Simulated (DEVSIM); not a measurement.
System: Si p-n junction from an implanted or diffused profile, at 300 K.

| layer (left to right) | material | thickness (μm) | Nd (cm⁻³) | τn (s) | τp (s) |
|---|---|---|---|---|---|
| 1 | Si | 3.60 | 4e15 | 1.7e-7 | 5.1e-6 |

Added acceptor profile: 2.8e18 cm⁻³ × exp(−(x − 0.11 μm)²/(2·(0.11 μm)²)). Left contact: ohmic. Right contact: ohmic. Voltage is applied to the left contact. Recombination: SRH at mid-gap, Auger. Mobility is μmin + (μ − μmin)/(1 + (N/Nref)^α).

This is a model device: material constants are rounded textbook-type values typed into the input, and sizes, dopings and lifetimes were drawn at random. Values at 300 K.

| parameter | Si |
|---|---|
| gap (eV) | 1.124 |
| affinity (eV) | 4.05 |
| permittivity | 11.7 |
| Nc (cm⁻³) | 2.86e19 |
| Nv (cm⁻³) | 3.1e19 |
| μn (cm²/Vs) | 1417 |
| μp (cm²/Vs) | 470 |
| μn,min | 52 |
| μp,min | 45 |
| Nref,n | 9.7e16 |
| Nref,p | 2.2e17 |
| αn | 0.68 |
| αp | 0.72 |
| Cn (cm⁶/s) | 2.8e-31 |
| Cp (cm⁶/s) | 9.9e-32 |

Simulated with DEVSIM: 1D drift-diffusion, Boltzmann statistics, complete ionisation; no tunnelling, impact ionisation, image-force lowering or self-heating.

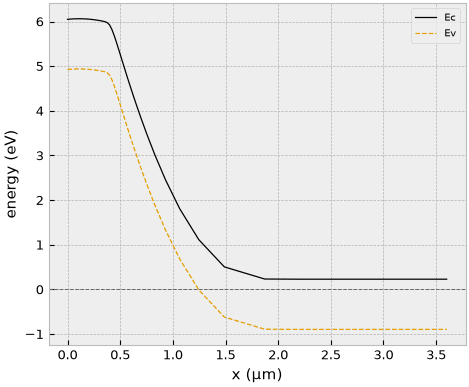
Band edges at -5.0 V on the left contact

Energies count from the Fermi level of the right contact; mesh points crowd at the junctions.

| x (μm) | Ec (eV) | Ev (eV) | n (cm⁻³) | p (cm⁻³) | field (V/cm) |
|---|---|---|---|---|---|
| 0.000 | 6.049 | 4.925 | < 1e2 | 1.7e18 | 2300 |
| 0.01639 | 6.052 | 4.928 | < 1e2 | 1.9e18 | 2000 |
| 0.03762 | 6.056 | 4.932 | < 1e2 | 2.2e18 | 1600 |
| 0.06176 | 6.059 | 4.935 | < 1e2 | 2.5e18 | 1000 |
| 0.1041 | 6.062 | 4.938 | < 1e2 | 2.8e18 | 130 |
| 0.1420 | 6.061 | 4.937 | < 1e2 | 2.7e18 | -680 |
| 0.1876 | 6.055 | 4.931 | < 1e2 | 2.2e18 | -1700 |
| 0.2677 | 6.035 | 4.911 | < 1e2 | 1.0e18 | -3400 |
| 0.3322 | 6.009 | 4.885 | < 1e2 | 3.6e17 | -4900 |
| 0.3982 | 5.927 | 4.803 | < 1e2 | 1.5e16 | -34000 |
| 0.4664 | 5.519 | 4.395 | < 1e2 | 2.2e9 | -74000 |
| 0.5544 | 4.852 | 3.728 | 240 | 5600 | -75000 |
| 0.6242 | 4.341 | 3.217 | 410 | 5400 | -71000 |
| 0.7538 | 3.471 | 2.347 | 800 | 5200 | -63000 |
| 1.246 | 1.114 | -0.010 | 4200 | 3300 | -33000 |
| 2.192 | 0.229 | -0.895 | 4.0e15 | 6600 | ≈ 0 |
| 2.841 | 0.229 | -0.895 | 4.0e15 | 17000 | ≈ 0 |
| 3.196 | 0.229 | -0.895 | 4.0e15 | 23000 | ≈ 0 |
| 3.441 | 0.229 | -0.895 | 4.0e15 | 27000 | ≈ 0 |
| 3.524 | 0.229 | -0.895 | 4.0e15 | 28000 | ≈ 0 |
| 3.572 | 0.229 | -0.895 | 4.0e15 | 29000 | ≈ 0 |
| 3.600 | 0.229 | -0.895 | 4.0e15 | 29000 | ≈ 0 |
